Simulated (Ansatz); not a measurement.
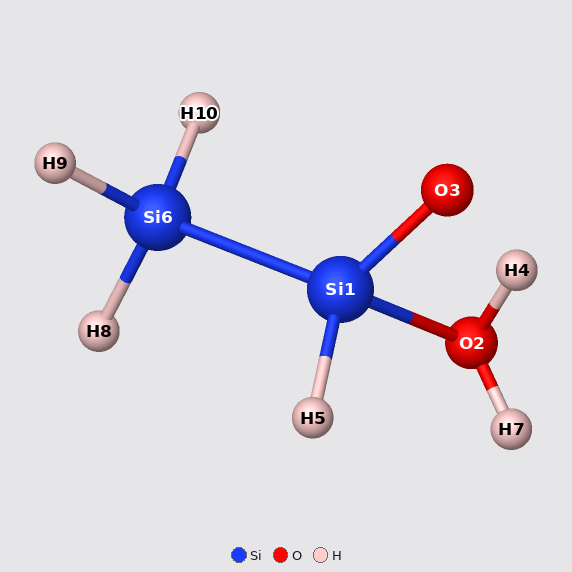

Sticks follow a distance rule. Harmonic vibrations computed with RKS PBE0-D4/def2-TZVP (Ansatz 0.2.0) at a stationary point of the same level.

Question: Minimum or transition state?

Answer: A first-order saddle point: one imaginary frequency, 548i cm⁻¹.

Question: List the wavenumbers.

Answer: 24 modes: 548i, 81, 128, 175, 376, 454, 472, 486, 514, 678, 743, 829, 882, 888, 933, 935, 1132, 1433, 2155, 2213, 2226, 2241, 2399, 3824 cm⁻¹.
